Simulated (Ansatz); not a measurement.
**doublet [Si2H4]+ at 6 levels**

Wanted: a comparison of 6 runs (U-revPBE/STO-3G, U-wB97X/STO-3G, UB2PLYP/STO-3G, UBHLYP/STO-3G, UBLYP/STO-3G, USVWN5/STO-3G) of doublet [Si2H4]+. 

The calculation is run with Ansatz 0.2.0.

29 further runs of the same task are left out: 29 set aside as unsound or not needed.

**1. The system as given**

The species is [Si2H4]+ (6 atoms), meant as a doublet with charge +1. As SMILES of the parent species, `[SiH][SiH3]`. Geometry: relaxed at GFN2-xTB. That shape belongs to the parent species and isn't relaxed for this state.

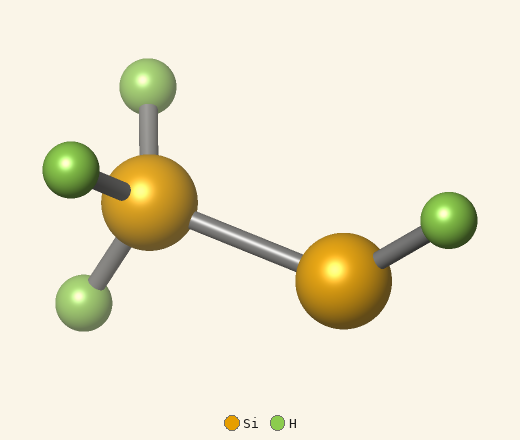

The structure, seen from a chosen angle (silicon amber, hydrogen green).

**2. A single-point energy at U-revPBE/STO-3G (run 1)**

input.yaml

```yaml
crystal:
  periodic: [false, false, false]
  atoms:
    - {symbol: Si, position_ang: [0.322720, -1.575880, 0.287350]}
    - {symbol: Si, position_ang: [-0.300130, 0.523270, -0.245660]}
    - {symbol: H, position_ang: [1.427930, -2.017820, 1.155760]}
    - {symbol: H, position_ang: [-1.456530, 0.376070, -1.136010]}
    - {symbol: H, position_ang: [0.714920, 1.325330, -0.951090]}
    - {symbol: H, position_ang: [-0.708920, 1.369020, 0.889660]}
basis:
  gaussian:
    orbitals: STO-3G
hamiltonian:
  xc: {name: revPBE}
total_charge: 1
accuracy: high
magnetization:
  spin_polarized: true
  initial_magnetization: 1
```

Launch:

```console
$ ansatz run input.yaml --threads 1 --pin off --max-ram 2610MiB --events-out events.jsonl --progress --plain --runs-dir runs
```

The program printed:

```text
Warning: RAYON_NUM_THREADS=1 ignored (pool sized by the plan → 1); use --threads N
Functional definition: revPBE
  name "revPBE"
  parameter kappa = 1.245
  parameter beta = 0.06672455060314922
  exchange = pbe_x(kappa = kappa, mu = beta*pi^2/3)
  correlation = pbe_c(beta = beta)
387 factors; integrals over basis functions are off by at most 6.1e-9 eV
mean field evaluation 1: about -15624.5072 eV, gradient 1.1e1 eV
mean field evaluation 2: about -15621.0628 eV, gradient 2.1e1 eV
mean field evaluation 4: about -15625.7830 eV, gradient 1.1e0 eV
mean field evaluation 8: about -15625.7285 eV, gradient 6.2e-3 eV
mean field evaluation 16: about -15625.7285 eV, gradient 3.5e-7 eV
mean field -15625.72846198 eV, -574.2349294786 hartree, gradient 7.1e-8 eV, S^2 0.750807; 0 other end points of the search recorded, 0 dependent functions left out
reference -15625.72846459 eV, -574.2349295744 hartree; 16, 15 occupied and 6, 7 virtual orbitals, 387 factors
Total energy: -15625.72846459 eV, -574.2349295744 hartree
```

It took 1.4 s on 1 thread of AMD EPYC 9R14 (Zen 4), shared host; peak memory 0.16 GiB.

**3. The energy at U-wB97X/STO-3G (run 2)**

molecule.yaml

```yaml
crystal:
  periodic: [false, false, false]
  atoms:
    - {symbol: Si, position_ang: [0.322720, -1.575880, 0.287350]}
    - {symbol: Si, position_ang: [-0.300130, 0.523270, -0.245660]}
    - {symbol: H, position_ang: [1.427930, -2.017820, 1.155760]}
    - {symbol: H, position_ang: [-1.456530, 0.376070, -1.136010]}
    - {symbol: H, position_ang: [0.714920, 1.325330, -0.951090]}
    - {symbol: H, position_ang: [-0.708920, 1.369020, 0.889660]}
basis:
  gaussian: {orbitals: STO-3G}
total_charge: 1
magnetization: {spin_polarized: true, initial_magnetization: 1}
hamiltonian: {xc: {name: wB97X}}
accuracy: high
```

Launch:

```console
$ ansatz run molecule.yaml --threads 1 --pin off --max-ram 2610MiB --events-out events.jsonl --progress --plain --runs-dir runs
```

The program printed, cut to the lines that bear on the results:

```text
Warning: RAYON_NUM_THREADS=1 ignored (pool sized by the plan → 1); use --threads N
Functional definition: wB97X
  name "wB97X"
[...]
      + exact_x_lr(omega)
[...]
      + integral(e_c_pw_opposite_spin*poly(b97_u_opposite, 1, cos1, cos2, cos3, cos4))
387 factors; integrals over basis functions are off by at most 6.1e-9 eV
166 factors; integrals over basis functions are off by at most 7.8e-10 eV
[...]
mean field -15628.60761234 eV, -574.3407363029 hartree, gradient 4.6e-8 eV, S^2 0.750458; 2 other end points of the search recorded, 0 dependent functions left out
reference -15628.60761058 eV, -574.3407362382 hartree; 16, 15 occupied and 6, 7 virtual orbitals, 387 factors
Total energy: -15628.60761058 eV, -574.3407362382 hartree
```

It took 7.2 s on 1 thread of AMD EPYC 9R14 (Zen 4), shared host; peak memory 0.47 GiB.

Runs 3 to 5 aren't shown in full; the table further down has their settings and results.

**4. A single-point energy at USVWN5/STO-3G (run 6)**

job.yaml

```yaml
basis:
  gaussian: {orbitals: STO-3G}
crystal:
  periodic: [false, false, false]
  atoms:
    - {symbol: Si, position_ang: [0.322720, -1.575880, 0.287350]}
    - {symbol: Si, position_ang: [-0.300130, 0.523270, -0.245660]}
    - {symbol: H, position_ang: [1.427930, -2.017820, 1.155760]}
    - {symbol: H, position_ang: [-1.456530, 0.376070, -1.136010]}
    - {symbol: H, position_ang: [0.714920, 1.325330, -0.951090]}
    - {symbol: H, position_ang: [-0.708920, 1.369020, 0.889660]}
accuracy: high
hamiltonian: {xc: {name: SVWN5}}
magnetization: {spin_polarized: true, initial_magnetization: 1}
total_charge: 1
```

Launch:

```console
$ ansatz run job.yaml --threads 1 --pin off --max-ram 2610MiB --events-out events.jsonl --progress --plain --runs-dir runs
```

The program printed:

```text
Warning: RAYON_NUM_THREADS=1 ignored (pool sized by the plan → 1); use --threads N
Functional definition: SVWN5
  name "SVWN5"
  exchange = slater_x
  correlation = vwn5_c
387 factors; integrals over basis functions are off by at most 6.1e-9 eV
mean field evaluation 1: about -15562.2191 eV, gradient 1.0e1 eV
mean field evaluation 2: about -15556.7237 eV, gradient 2.6e1 eV
mean field evaluation 4: about -15563.3072 eV, gradient 1.3e0 eV
mean field evaluation 8: about -15563.2563 eV, gradient 5.4e-3 eV
mean field evaluation 16: about -15563.2563 eV, gradient 3.4e-7 eV
mean field -15563.25632403 eV, -571.9391207542 hartree, gradient 1.4e-8 eV, S^2 0.750802; 0 other end points of the search recorded, 0 dependent functions left out
reference -15563.25632604 eV, -571.9391208281 hartree; 16, 15 occupied and 6, 7 virtual orbitals, 387 factors
Total energy: -15563.25632604 eV, -571.9391208281 hartree
```

It took 0.76 s on 1 thread of AMD EPYC 9R14 (Zen 4), shared host; peak memory 0.14 GiB.

**5. All runs side by side**

| run | level | frozen core orbitals | energy (Eh) | ⟨S²⟩ | wall time |
| --- | --- | --- | --- | --- | --- |
| 1 | U-revPBE/STO-3G | – | -574.234930 | 0.751 | 1.4 s |
| 2 | U-wB97X/STO-3G | – | -574.340736 | 0.750 | 7.2 s |
| 3 | UB2PLYP/STO-3G | 10 | -574.075956 | 0.751 | 1.9 s |
| 4 | UBHLYP/STO-3G | – | -574.367051 | 0.751 | 1.4 s |
| 5 | UBLYP/STO-3G | – | -574.283312 | 0.750 | 1.4 s |
| 6 | USVWN5/STO-3G | – | -571.939121 | 0.751 | 0.76 s |

**6. Outcome**

| quantity | value |
| --- | --- |
| run 6: total energy | -571.93912 Eh |
| run 6: ⟨S²⟩ | 0.751 |

What this shows: Totals of different functionals can't be ranked against each other. In runs 1, 2, 3, 4, 5, 6 the basis is minimal, so the values are rough. All runs together took 14 s, the longest 7.2 s.
